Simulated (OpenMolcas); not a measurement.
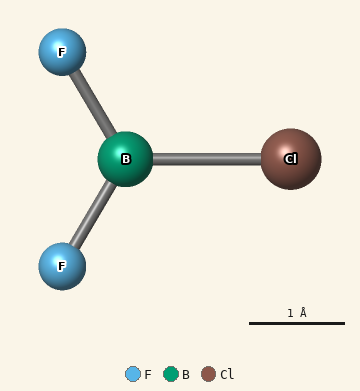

The structure (ball-and-stick view, seen on its broad side). Bond lengths as drawn: B–Cl 1.74 Å and B–F 1.31 Å.

Run report: BClF$_{2}$, single-point calculation (part 1 of 3)

System: BClF$_{2}$, multiplicity 3.
Method: PBE0/aug-cc-pVDZ, UKS (OpenMolcas 26.06).

The geometry is that of the parent species in another charge or spin state. The geometry comes from this level: PBE0-D4/def2-TZVP.

### Input
```
* BClF2 Kohn-Sham DFT
&gateway
baslib=$CurrDir
coord=coord.xyz
basis=aug-cc-pVDZ
group=NoSym
&seward
gridinput
Grid=UltraFine
End of Grid
&scf
uhf
spin=3
ksdft=PBE0
thresholds=1e-10 1e-07 1e-07 1e-05
prorbitals=1 2
```

### File coord.xyz
```
4

F     -0.173700    -1.254300    -0.546300
B     -0.067100    -0.041300    -0.062000
F     -1.011600     0.830100    -0.317700
Cl     1.307900     0.405300     0.905700
```

Machine: 1 thread of Arm Neoverse V2, 24 GiB of memory available, shared host.

Command:
```bash
export MOLCAS_MEM=1860
pymolcas mol.inp > mol.log
```

### The program's output
```
--- Start Module: gateway ---

                                              &GATEWAY

                       available to each process: 1.9 GB of memory, 1 thread

 Basis Set     1 Label: F.AUG-CC-PVDZ
 Basis set is read from library:.
 basistype.tbl is not found

 Basis Set     2 Label: B.AUG-CC-PVDZ
 Basis set is read from library:.
 basistype.tbl is not found

 Basis Set     3 Label: F.AUG-CC-PVDZ
 Basis set is read from library:.
 basistype.tbl is not found

 Basis Set     4 Label: CL.AUG-CC-PVDZ
 Basis set is read from library:.
 basistype.tbl is not found

++    Symmetry information:
      ---------------------

                    Character Table for C1

                             E
                    a        1  x, y, xy, Rz, z, xz, Ry, yz, Rx, I
--

++    Basis set information:
      ----------------------

      Basis set label: F.AUG-CC-PVDZ.........

      Electronic valence basis set:
      ------------------
      Associated Effective Charge   9.000000 au
      Associated Actual Charge      9.000000 au
      Nuclear Model: Point charge

      Shell  nPrim  nBasis  Cartesian Spherical Contaminant
         s      10       4        X
         p       5       3        X
         d       2       2                 X

      Basis set label: B.AUG-CC-PVDZ.........

      Electronic valence basis set:
      ------------------
      Associated Effective Charge   5.000000 au
      Associated Actual Charge      5.000000 au
      Nuclear Model: Point charge

      Shell  nPrim  nBasis  Cartesian Spherical Contaminant
         s      10       4        X
         p       5       3        X
         d       2       2                 X

      Basis set label: F.AUG-CC-PVDZ.........

      Electronic valence basis set:
      ------------------
      Associated Effective Charge   9.000000 au
      Associated Actual Charge      9.000000 au
      Nuclear Model: Point charge

      Shell  nPrim  nBasis  Cartesian Spherical Contaminant
         s      10       4        X
         p       5       3        X
         d       2       2                 X

      Basis set label: CL.AUG-CC-PVDZ.........

      Electronic valence basis set:
      ------------------
      Associated Effective Charge  17.000000 au
      Associated Actual Charge     17.000000 au
      Nuclear Model: Point charge

      Shell  nPrim  nBasis  Cartesian Spherical Contaminant
         s      13       5        X
         p       9       4        X
         d       2       2                 X
--

++    Molecular structure info:
      -------------------------

                    ************************************************
                    **** Cartesian Coordinates / bohr, angstrom ****
                    ************************************************

     Center  Label                x              y              z                     x              y              z
        1      F1              -0.328245      -2.370283      -1.032357             -0.173700      -1.254300      -0.546300
        2      B2              -0.126801      -0.078046      -0.117163             -0.067100      -0.041300      -0.062000
        3      F3              -1.911647       1.568662      -0.600366             -1.011600       0.830100      -0.317700
        4      CL4              2.471573       0.765906       1.711525              1.307900       0.405300       0.905700

                    ***************************************
                    *    InterNuclear Distances / bohr    *
                    ***************************************

               1 F1            2 B2            3 F3            4 CL4
    1 F1       0.000000
    2 B2       2.476391        0.000000
    3 F3       4.267208        2.476047        0.000000
    4 CL4      5.020314        3.287537        5.020147        0.000000

                    *******************************************
                    *    InterNuclear Distances / angstrom    *
                    *******************************************

               1 F1            2 B2            3 F3            4 CL4
    1 F1       0.000000
    2 B2       1.310450        0.000000
    3 F3       2.258109        1.310267        0.000000
    4 CL4      2.656636        1.739690        2.656547        0.000000

                    **************************************
                    *    Valence Bond Angles / degree    *
                    **************************************
                          Atom centers                 Phi
                      1 F1       2 B2       3 F3       119.00
--

            Nuclear Potential Energy            142.13630072 au

--- Stop Module: gateway /rc=_RC_ALL_IS_WELL_ ---

--- Start Module: seward ---

                                              &SEWARD

                       available to each process: 1.9 GB of memory, 1 thread

               SEWARD will generate:
                  Multipole Moment integrals up to order  2
                  Kinetic Energy integrals
                  Nuclear Attraction integrals (point charge)
                  One-Electron Hamiltonian integrals
                  Velocity integrals
                  Orbital angular momentum around (  0.5058   0.1273   0.3280 )
                  Velocity quadrupole around (  0.5058   0.1273   0.3280 )
                  Two-Electron Repulsion integrals

                   Integrals are discarded if absolute value <: 1.00E-14
                   Integral cutoff threshold is set to       <: 1.00E-16

            Nuclear Potential Energy            142.13630072 au

      Basis set specifications :
      Symmetry species         a
      Basis functions           96

--- Stop Module: seward /rc=_RC_ALL_IS_WELL_ ---
--- Module seward spent 2 seconds ---

--- Start Module: scf ---

                                                &SCF

                       available to each process: 1.9 GB of memory, 1 thread

++    Input section:
      --------------

      Header of the integral files:

      Cartesian coordinates in angstrom:
      -----------------------------------------------------
      No.  Label        X            Y            Z
      -----------------------------------------------------
       1   F1        -0.17370000  -1.25430000  -0.54630000
       2   B2        -0.06710000  -0.04130000  -0.06200000
       3   F3        -1.01160000   0.83010000  -0.31770000
       4   CL4        1.30790000   0.40530000   0.90570000
      -----------------------------------------------------
      Nuclear repulsion energy =  142.13630072
--

++    Orbital specifications:
      -----------------------

      Symmetry species               1
                                     a
      Frozen orbitals                0
      Start temperature = 0.500
      End temperature   = 0.010
      Temperature Factor= 0.460
      Deleted orbitals               0
      Total number of orbitals      96
      Number of basis functions     96
--

      Molecular charge                           0.000

      Numerical integration parameters
      --------------------------------
      Radial quadrature type:                         MHL
      Size of radial grid:                            99
      Lebedev angular grid:                           41
      Angular grid pruned with the crowding factor:  1.00E+10
                                 and fading factor:  1.00E+01
      Screening threshold for integral computation:   1.00E-11
      Radial quadrature accuracy:                     1.00E-25
      Maximum batch size:                             128
      AO values are stored on disk
      The same grid will be used for all iterations.

      DFT functional specifications
      -----------------------------
      Using Libxc version: 6.2.2
      Please cite the following reference:
      S. Lehtola, C. Steigemann, M. J.T. Oliveira, and M. A.L. Marques.,  SoftwareX 7, 1–5 (2018) doi:10.1016/j.softx.2017.11.002

      * PBEH (PBE0)

++    Optimization specifications:
      ----------------------------

      SCF Algorithm: Conventional USCF
      D(i)-D(i-1) density differences are used
      Number of density matrices in core                 5
      Maximum number of NDDO SCF iterations            400
      Maximum number of HF SCF iterations              400
      Threshold for SCF energy change             1.00E-10
      Threshold for density matrix                1.00E-07
      Threshold for Fock matrix                   1.00E-07
      Threshold for linear dependence             1.00E-09
      Threshold at which DIIS is turned on        1.50E-01
      Maximum depth in the DIIS procedure                5
      Maximum depth in the BFGS Hessian update          30
      Threshold at which QNR/C2DIIS is turned on  7.50E-02
      Threshold for Norm(delta) (QNR/C2DIIS)      1.00E-05
      All orbitals punched on: UHFORB
--

      Input vectors read from INPORB
      Orbital file label: *Guess orbitals

++ Convergence information
                               UHF PBE0       iterations: Energy and convergence statistics

Iter     Tot. PBE0       One-elec.       Two-elec.     Energy      Max Dij or  Max Fij      DNorm      TNorm      AccCon     Time
         Energy          Energy          Energy        Change      Delta Norm                                                in Sec.
   1  -680.949507479 -1263.196311554   440.110503355   0.00E+00    3.59E-01*   4.62E-01*    1.35E+01   1.91E+02   None         2.
   2  -678.575600142 -1228.883977050   408.172076189   2.37E+00*   3.59E-01*   3.83E-04*    2.11E+02   1.82E+02   EDIIS        2.
   3  -682.956602455 -1260.862742708   435.769839533  -4.38E+00*   6.92E-01*   3.17E-01*    2.33E+01   1.88E+02   EDIIS        2.
   4  -682.165023714 -1269.305813771   445.004489337   7.92E-01*   2.29E-01*   2.30E-01*    2.67E+01   1.93E+02   EDIIS        2.
   5  -684.092779682 -1268.217987156   441.988906754  -1.93E+00*   3.25E-01*   1.59E-01*    1.67E+01   1.91E+02   EDIIS        2.
   6  -683.957825551 -1269.245616737   443.151490466   1.35E-01*   7.77E-02*   9.43E-02*    2.74E+00   1.92E+02   EDIIS        2.
   7  -684.242599974 -1268.271592152   441.892691459  -2.85E-01*   6.74E-01*   5.72E-02*    1.68E+00   1.91E+02   EDIIS        2.
   8  -684.191831613 -1268.240366545   441.912234212   5.08E-02*   4.71E-02*   3.35E-02*    1.38E+00   1.91E+02   EDIIS        2.
   9  -684.259770795 -1268.735585130   442.339513615  -6.79E-02*   2.15E-01*   1.40E-02*    4.14E-01   1.91E+02   EDIIS        2.
  10  -684.258646346 -1268.584771977   442.189824912   1.12E-03*   5.56E-02*   1.28E-02*    3.84E-01   1.91E+02   EDIIS        2.

       Fermi aufbau procedure completed!
      nOcc(alpha)=   21
      nOcc(beta) =   19

  11  -684.261012378 -1268.490773241   442.093460143  -2.37E-03*   2.91E-02*   1.74E-03*    1.10E-01   1.91E+02   c2DIIS       2.
  12  -684.261065838 -1268.674266307   442.276899749  -5.35E-05*   2.40E-02*   2.09E-03*    7.25E-02   1.91E+02   QNRc2DIIS    2.
  13  -684.261019110 -1268.494055237   442.096735408   4.67E-05*   2.48E-02*   2.99E-03*    6.05E-02   1.91E+02   QNRc2DIIS    2.
  14  -684.261133076 -1268.573473084   442.176039288  -1.14E-04*   6.20E-03*   6.80E-04*    3.98E-02   1.91E+02   QNRc2DIIS    2.
  15  -684.261139166 -1268.599207575   442.201767690  -6.09E-06*   1.13E-02*   4.13E-04*    1.81E-02   1.91E+02   QNRc2DIIS    2.
  16  -684.261142578 -1268.597944868   442.200501571  -3.41E-06*   7.29E-04*   9.77E-05*    1.72E-02   1.91E+02   QNRc2DIIS    2.
  17  -684.261142725 -1268.592073914   442.194630469  -1.47E-07*   1.64E-04*   7.94E-06*    2.20E-03   1.91E+02   QNRc2DIIS    2.
  18  -684.261142728 -1268.591823236   442.194379789  -2.21E-09*   9.54E-05*   3.10E-06*    3.50E-04   1.91E+02   QNRc2DIIS    2.
  19  -684.261142728 -1268.591784416   442.194340968  -2.92E-10*   6.57E-06    8.88E-07*    1.95E-04   1.91E+02   QNRc2DIIS    2.
  20  -684.261142728 -1268.591782945   442.194339497  -9.21E-12    7.22E-06    2.38E-07*    1.20E-05   1.91E+02   QNRc2DIIS    2.
  21  -684.261142728 -1268.591787890   442.194344443  -1.71E-12    2.45E-06    5.32E-08     1.44E-05   1.91E+02   QNRc2DIIS    2.

       Convergence after  21 Iterations
--

 *****************************************************************************************************************************
 *                                             SCF/KS-DFT Program, Final results                                             *
 *                                                       Final Results                                                       *
 *****************************************************************************************************************************

::    Total KS-DFT energy                            -684.2611427278
      One-electron energy                           -1268.5917878903
      Two-electron energy                             442.1943444428
      Nuclear repulsion energy                        142.1363007196
      Kinetic energy (interpolated)                   682.9275548965
      Virial theorem                                    1.0019527515
      Total spin, S(S+1)                                2.0057811098
      Total spin, S                                     1.0019258004
      Max non-diagonal density matrix element           0.0000018334
      Max non-diagonal Fock matrix element              0.0000000383

      All orbitals with orbital energies smaller than  E(LUMO)+0.5 are printed

++    Molecular orbitals:
      -------------------

      Title: UKS-DFT orbitals (alpha)

      Molecular orbitals for symmetry species 1: a

      Basis set list:
        1 F1     1s                 21 F1     3d1+               41 B2     3d0                61 F3     3d2-               81 CL4    2py
        2 F1     1s                 22 F1     3d2+               42 B2     3d0                62 F3     3d1-               82 CL4    2py
        3 F1     1s                 23 F1     3d2+               43 B2     3d1+               63 F3     3d1-               83 CL4    2pz
        4 F1     1s                 24 B2     1s                 44 B2     3d1+               64 F3     3d0                84 CL4    2pz
        5 F1     2px                25 B2     1s                 45 B2     3d2+               65 F3     3d0                85 CL4    2pz
        6 F1     2px                26 B2     1s                 46 B2     3d2+               66 F3     3d1+               86 CL4    2pz
        7 F1     2px                27 B2     1s                 47 F3     1s                 67 F3     3d1+               87 CL4    3d2-
        8 F1     2py                28 B2     2px                48 F3     1s                 68 F3     3d2+               88 CL4    3d2-
        9 F1     2py                29 B2     2px                49 F3     1s                 69 F3     3d2+               89 CL4    3d1-
       10 F1     2py                30 B2     2px                50 F3     1s                 70 CL4    1s                 90 CL4    3d1-
       11 F1     2pz                31 B2     2py                51 F3     2px                71 CL4    1s                 91 CL4    3d0
       12 F1     2pz                32 B2     2py                52 F3     2px                72 CL4    1s                 92 CL4    3d0
       13 F1     2pz                33 B2     2py                53 F3     2px                73 CL4    1s                 93 CL4    3d1+
       14 F1     3d2-               34 B2     2pz                54 F3     2py                74 CL4    1s                 94 CL4    3d1+
       15 F1     3d2-               35 B2     2pz                55 F3     2py                75 CL4    2px                95 CL4    3d2+
       16 F1     3d1-               36 B2     2pz                56 F3     2py                76 CL4    2px                96 CL4    3d2+
       17 F1     3d1-               37 B2     3d2-               57 F3     2pz                77 CL4    2px
       18 F1     3d0                38 B2     3d2-               58 F3     2pz                78 CL4    2px
       19 F1     3d0                39 B2     3d1-               59 F3     2pz                79 CL4    2py
       20 F1     3d1+               40 B2     3d1-               60 F3     3d2-               80 CL4    2py

  Index Energy  Occupation Coefficients ...

    1 -101.8704    1.0000         70 CL4    1s     ( 1.000),

    2  -24.7979    1.0000          1 F1     1s     ( 0.682),    47 F3     1s     ( 0.736),
```
